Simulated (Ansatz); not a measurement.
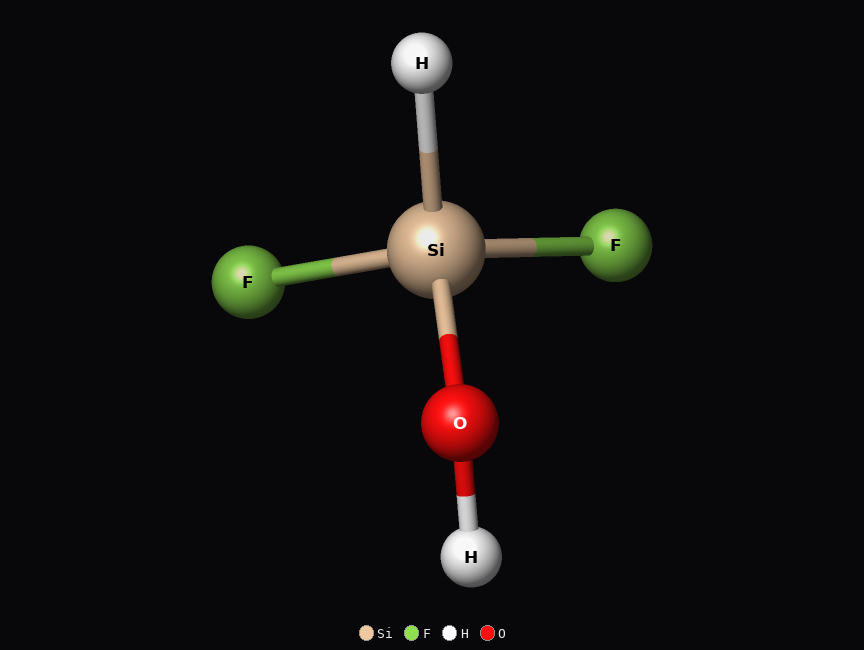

Rendered structure (ball-and-stick style).

**Give the formula.**

F₂H₂OSi, 6 atoms: 2 fluorine, 2 hydrogen, 1 oxygen and 1 silicon.

**Count the bonded pairs by element.**

2 F–Si, 1 O–Si, 1 Si–H, 1 O–H. Sticks follow a distance rule.

**Give the symmetry (Schoenflies symbol).**

Cs.

More results for the same structure follow; atom numbers are the same in all pictures, views and colours differ. Computed geometry: PBE0-D4/def2-TZVP optimisation.

### Charges

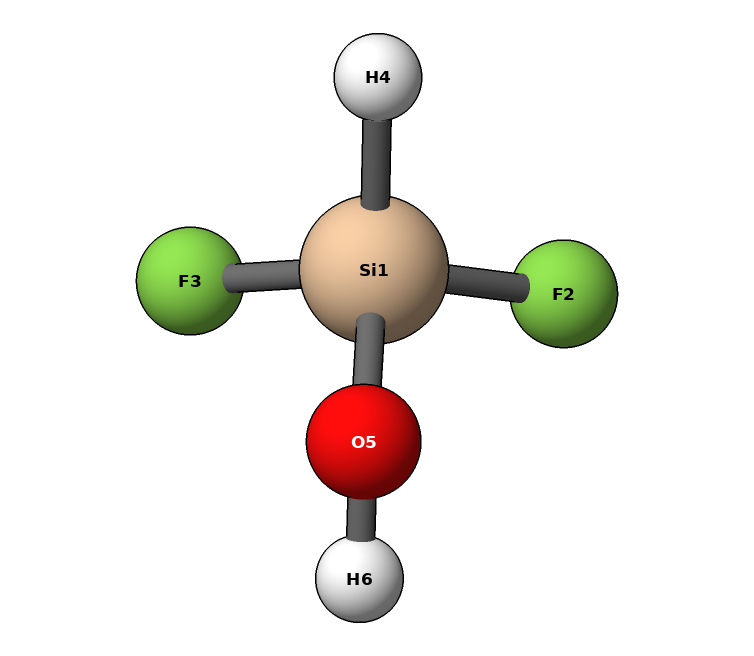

The questions are on Mulliken charges. Properties computed with RKS PBE0-D4/def2-TZVP (Ansatz 0.2.0).

Give the Mulliken charges atom by atom.

```json
{"atom": "Si1", "value (e)": "0.79"}
{"atom": "F2", "value (e)": "−0.29"}
{"atom": "F3", "value (e)": "−0.29"}
{"atom": "H4", "value (e)": "−0.03"}
{"atom": "O5", "value (e)": "−0.51"}
{"atom": "H6", "value (e)": "0.34"}
```

### Dipole moment

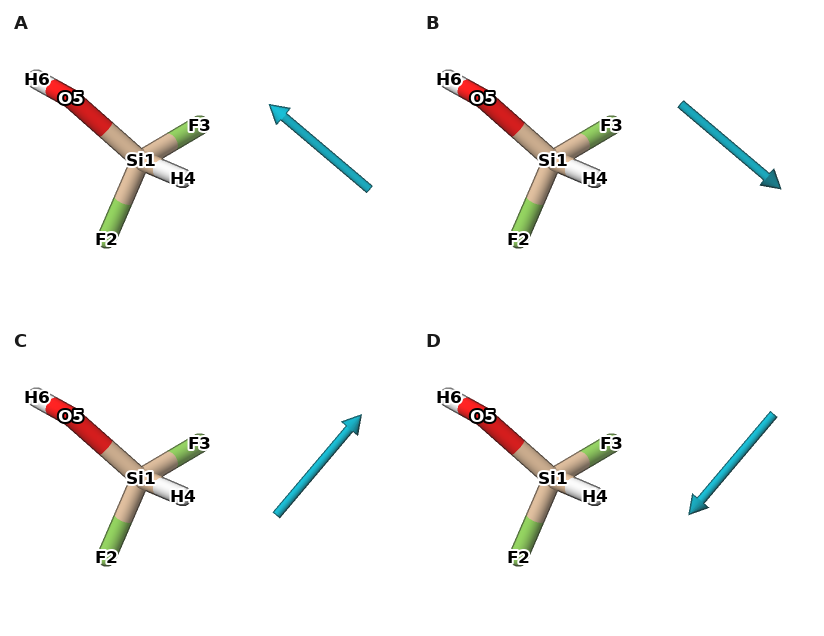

The same molecule four times, each with an arrow. Method: RKS PBE0-D4/def2-TZVP (Ansatz 0.2.0).

**Which arrow points along the dipole moment, from the negative to the positive end?**

A. The dipole moment is 1.20 D; it points from the side of H4 to the side of H6 (the outermost atoms at the two ends).

### Vibrations

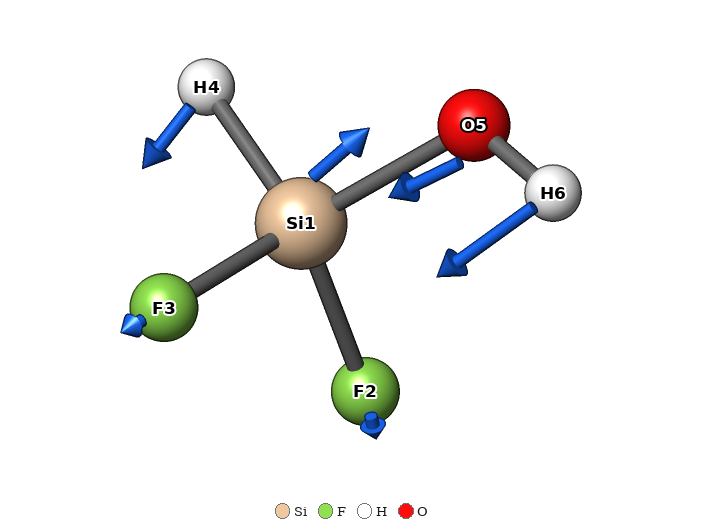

The arrows show one normal mode. Harmonic vibrations computed with RKS PBE0-D4/def2-TZVP (Ansatz 0.2.0) at a stationary point of the same level.

**Estimate its harmonic wavenumber.**

1006 cm⁻¹; it is mode 10 of 12 counted from the lowest.

### Thermal motion

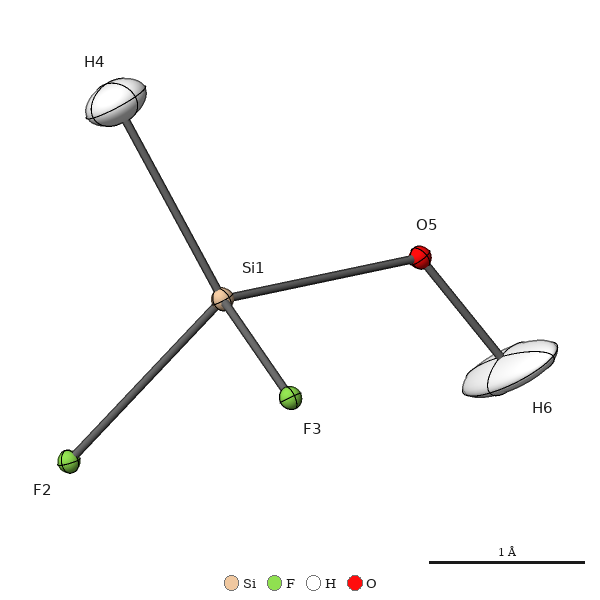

Displacement ellipsoids at the 50 % level, from the internal vibrations of the free molecule (harmonic, no overall translation or rotation; no half-axis is drawn under 0.075 Å). Vibrations computed with RKS PBE0-D4/def2-TZVP (Ansatz 0.2.0). Temperature: 100 K.

Give the displacement parameters, one line for each set of equivalent atoms.

```csv
atom,U_eq (Å²),rms amplitudes (Å)
Si1,0.00063,"0.023, 0.024, 0.028"
"F2, F3",0.00097,"0.019, 0.035, 0.037"
H4,0.0156,"0.087, 0.139, 0.141"
O5,0.0011,"0.019, 0.036, 0.040"
H6,0.0424,"0.066, 0.153, 0.316"
```

Mulliken values depend strongly on the basis set and can even reverse the polarity of a bond.
